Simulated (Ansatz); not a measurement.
# NiPbS3: relaxing a made-up structure, part 2 of 2

Starting from a made-up structure for NiPbS3, the aim is the relaxed cell, its shortest contacts and, where a second run follows, its electronic structure.

Ansatz 0.2.0; DFT, PBEsol, plane-wave PAW, files of the set soft_1, scalar-relativistic, ferromagnetic start, cell and ions relaxed at zero pressure; PAW set soft_1 (the session's first sound run).

So far: Starting point; Relaxation of the guess. The relaxed cell has a = 4.511 Å (conventional setting).

## 3. Bands of the relaxed cell

A second self-consistent run takes a narrower smearing and the mesh shown in its input; the bands follow along the standard path of the relaxed lattice.

This step: DFT, PBEsol, plane-wave PAW, files of the set soft_1, scalar-relativistic, no spin, bands and density of states at the relaxed cell; PAW set soft_1 (Ansatz 0.2.0).

input.yaml reads:

```yaml
crystal:
  lattice:
    - [4.5106018771, 0.0, 0.0]
    - [0.0, 4.5106018771, 0.0]
    - [0.0, 0.0, 4.5106018771]
  atoms:
    - { symbol: Pb, position: [0.0, 0.0, 0.0] }
    - { symbol: Ni, position: [0.5, 0.5, 0.5] }
    - { symbol: S, position: [0.5, 0.5, 0.0] }
    - { symbol: S, position: [0.0, 0.5, 0.5] }
    - { symbol: S, position: [0.5, 0.0, 0.5] }
kpoints:
  mp_grid: { grid: [8, 8, 8] }
  band_path:
    path:
      - [[0.0, 0.0, 0.0], [0.0, 0.5, 0.0], [0.5, 0.5, 0.0], [0.0, 0.0, 0.0], [0.5, 0.5, 0.5], [0.0, 0.5, 0.0]]
      - [[0.5, 0.5, 0.0], [0.5, 0.5, 0.5]]
    npoints: 13
scf:
  occupations: { method: fermi_dirac, width: 0.03 }
  n_extra_bands: 9
hamiltonian:
  xc: pbesol
  pseudopotentials: { kind: paw, azcp: { folder: soft_1 }, xc_functional: pbe }
output:
  forces: true
  stress: true
  write_bands: true
  dos: { projected: true }
  write_density: true
  write_potential: true
  elf: true
  volumetric_format: npy
```

On the command line:

```sh
ansatz run input.yaml --threads 4 --pin off --max-ram 8192MiB --backend cpu --events-out ev --progress --plain --runs-dir out
```

Numbers of over 12 decimals in the logs are rounded to 6 here.

The program printed:

```text
[...]
Crystal: 5 atoms, lattice volume = 91.771 Å³
Basis set: ecut = 420 eV, 1791 PW (Γ), exchange–correlation on 64×64×64 points (8 copies of the dense FFT grid, shifted against one another)
Bands: 34, of which v1, the nominal top of the filled ones, is band 25 counted from 1 (24 counted from 0)
Symmetry: 48 space group operations
[...]
k-points: 35 of 512
[...]
SCF iter   1: F=—  HF=-20223.269717 eV  |F-HF|=—  |Δ(HF+E_count)|=         —  Δρ=2.08e-1  dr2=3.83e1  ethr=3.10e-3  ⟨swp⟩=8.5  Hψ=6343  notcnv=0
[...]
SCF iter  15: F=-20217.119062 eV  HF=-20217.119062 eV  |F-HF|=1.29e-9  |Δ(HF+E_count)|=   8.86e-9  Δρ=1.91e-6  dr2=3.95e-9  ethr=2.00e-10  ⟨swp⟩=18.7  Hψ=10397  notcnv=0
SCF 1 converged in 15 iterations: F = -20217.119062 eV  dr2 = 3.95e-9
[...]
NSCF: frozen V_eff on 80 k-points
SCF converged after 15 iterations
Free energy (F): -20217.119062 eV
[...]
Internal energy: -20217.105179 eV  (E = F + TS)
E sigma→0 (E₀):  -20217.112121 eV
Entropy (-TS):   -0.013884 eV (-2.777 meV/atom)
Fermi energy:    9.589324 eV
[...]
--- Stress (GPa, compression-positive) ---
        0.123017      -0.000000       0.000000
        0.000000       0.123017       0.000000
        0.000000       0.000000       0.123017
  P = ⅓ Tr σ = 0.1230 GPa (1.230 kbar)
--- Band table (eV; the first three rows and the last of 35) ---
  k-point 0: bands = [... 21 lower, 8.5329, 8.5329, 8.5329, 9.0352, 9.0352, 9.0352, 13.5438, 15.1534, ... 5 higher]
  k-point 1: bands = [... 21 lower, 8.4264, 8.6491, 8.6491, 9.0315, 9.0315, 9.1577, 13.8055, 14.4089, ... 5 higher]
  k-point 2: bands = [... 21 lower, 8.2086, 8.8451, 8.8451, 9.0460, 9.0460, 9.3016, 13.0746, 14.0980, ... 5 higher]
  k-point 34: bands = [... 21 lower, 8.4603, 10.2942, 10.2942, 10.2942, 12.7322, 12.7322, 15.5492, 15.5492, ... 5 higher]
```

Elapsed: 4.9 s, on 4 threads of Arm Neoverse V1, shared host; peak memory 0.52 GiB.

Numbers from this step:

- free energy: -20217.1191 eV
- energy at zero smearing: -20217.1121 eV
- smearing term TS: 0.01388 eV
- Fermi energy: 9.589 eV
- pressure: 0.1230 GPa

bands.tsv at the labelled points (eV, zero at the Fermi level; the bands that come nearest the Fermi level along the path):

| point | band 22 | band 23 | band 24 | band 25 | band 26 | band 27 | band 28 | band 29 |
| --- | --- | --- | --- | --- | --- | --- | --- | --- |
| Γ | -1.06 | -1.06 | -1.06 | -0.55 | -0.55 | -0.55 | 3.95 | 5.56 |
| X | -0.66 | -0.66 | -0.57 | -0.37 | -0.37 | -0.22 | 1.90 | 3.83 |
| M | -0.89 | -0.29 | -0.29 | -0.29 | 0.72 | 1.67 | 3.08 | 4.23 |
| Γ | -1.06 | -1.06 | -1.06 | -0.55 | -0.55 | -0.55 | 3.95 | 5.56 |
| R | -1.13 | 0.70 | 0.70 | 0.70 | 3.14 | 3.14 | 5.96 | 5.96 |
| X | -0.66 | -0.66 | -0.57 | -0.37 | -0.37 | -0.22 | 1.90 | 3.83 |
| M | -0.89 | -0.29 | -0.29 | -0.29 | 0.72 | 1.67 | 3.08 | 4.23 |
| R | -1.13 | 0.70 | 0.70 | 0.70 | 3.14 | 3.14 | 5.96 | 5.96 |

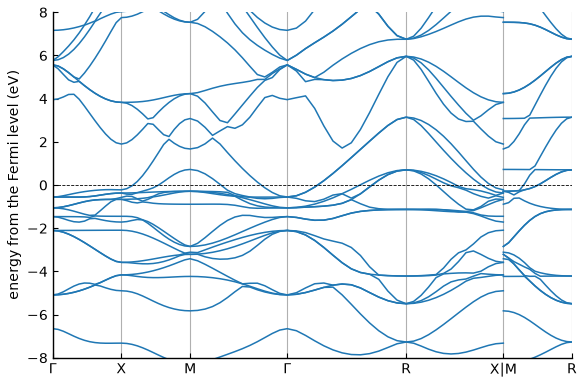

Bands along the path. 12 bands lie wholly below the window drawn.

States per cell as run, both spins, in windows of 1 eV, from dos.tsv (zero at the Fermi level): Near the top, bands beyond those computed are missing, so counts there can be too low.

```csv
from,to,total
-8,-7,1.81
-7,-6,0.37
-6,-5,1.28
-5,-4,4.95
-4,-3,3.54
-3,-2,2.31
-2,-1,4.60
-1,0,7.06
0,1,2.34
1,2,0.96
2,3,2.08
3,4,1.40
4,5,2.76
5,6,0.69
```

Below -8 eV lie 24.2 more states.

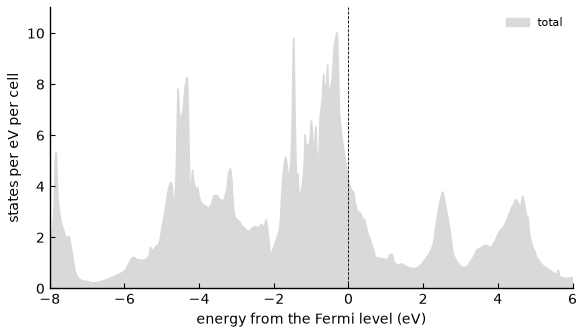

Total density of states, smoothed over about 0.04 eV.

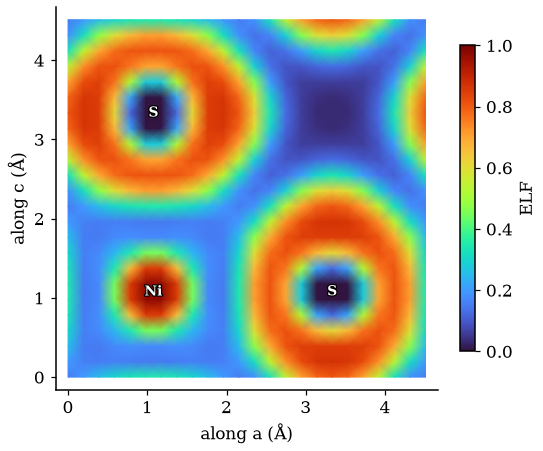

ELF in the ac plane at fractional y = 0.500, with atoms of Ni and S within 0.2 Å of it. It is the smooth field of the valence electrons, not physical close to the nuclei. The map starts off the cell's origin, so that atoms lie inside it.

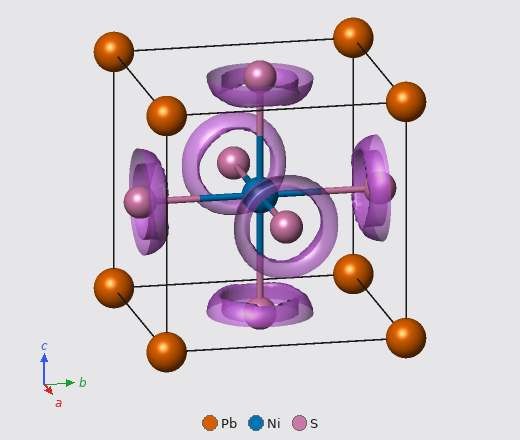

Surface of ELF = 0.85.

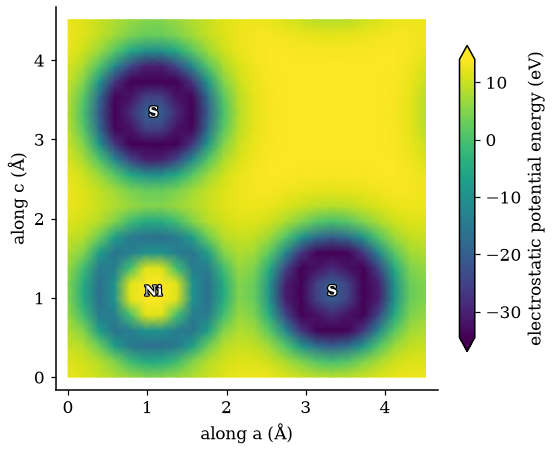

Electrostatic potential energy in the ac plane at fractional y = 0.500, with atoms of Ni and S within 0.2 Å of it. With pseudopotentials it is smooth inside the atoms' cores, unlike the true potential. The map starts off the cell's origin, so that atoms lie inside it.

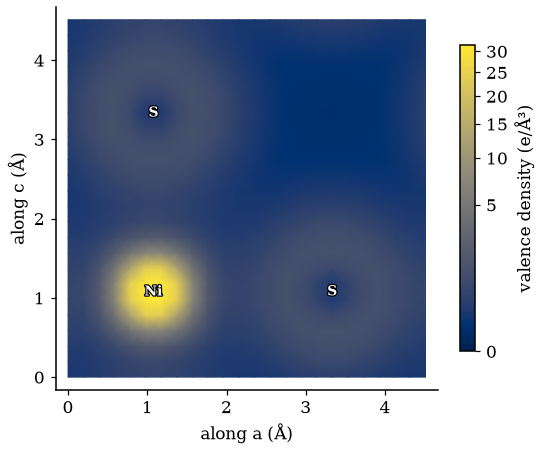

Valence density in the ac plane at fractional y = 0.500, with atoms of Ni and S within 0.2 Å of it. It is the smooth field of the valence electrons, not physical close to the nuclei. The map starts off the cell's origin, so that atoms lie inside it. The colour scale is stretched toward low values.

## 4. What came out

| Item | Value |
| --- | --- |
| space group, relaxed | Pm-3m |
| conventional cell | a = 4.511, b = 4.511, c = 4.511 Å; α = 90.0°, β = 90.0°, γ = 90.0° |
| volume per atom | 18.35 Å³ (guess 22.30) |
| total moment | 0.00 μB in the cell of 5 atoms |

What this shows: NiPbS3 relaxes to Pm-3m with a = 4.511, b = 4.511 and c = 4.511 Å. The guessed volume was 21 % too large. The space group Pm-3m was held in the relaxation, so the end point is a stationary structure within it and may be a saddle against distortions or other arrangements. The moments died out from this one start and weren't seeded again at the relaxed cell. Bands cross the Fermi level, so it is a metal or semimetal at this level. On the 8×8×8 mesh with the narrower smearing (relaxed on 6×6×6) the forces vanish, as symmetry may demand, and the largest stress component is 0.123 GPa, against the relaxation's thresholds of 0.015 eV/Å and 0.05 GPa. The cutoff wasn't tested. Spin-orbit coupling is left out, which can matter for elements this heavy. No dispersion term is used, so weakly bound directions may come out too long. Nothing here tests whether the compound is stable against decomposition.

[Logs are printed without paths, hosts, clocks, repeated set-up lines and the standing remarks that a program may print on its own settings, such as how far it seeks lower states.]

[Hosts, paths, dates, database ids (printed as entryN), source tags and the programs' standing remarks are cut or masked in the printed files.]
